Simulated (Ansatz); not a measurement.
SiO2: response to strain

Consider SiO2 (space group P3_221, No. 154; a = 5.0221 Å, c = 5.5103 Å). Axes: x lies along a and z along c of the hexagonal cell.

Strains are applied to the cell and any free atomic positions relax.

Method: Ansatz (a quantum-chemistry and plane-wave program), PBE, PAW, cutoff 420 eV, scalar-relativistic without spin-orbit coupling.

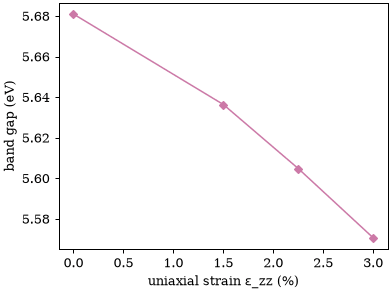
Figure. Band gap against uniaxial strain ε_zz

Q: From the plot, what is the band gap for uniaxial strain ε_zz = +2.25 %?

A: About 5.60 eV.

Q: Is the trend monotonic over the range shown?

A: Yes, it falls throughout, spanning 5.57 eV to 5.68 eV.

No phonon test of stability was made.
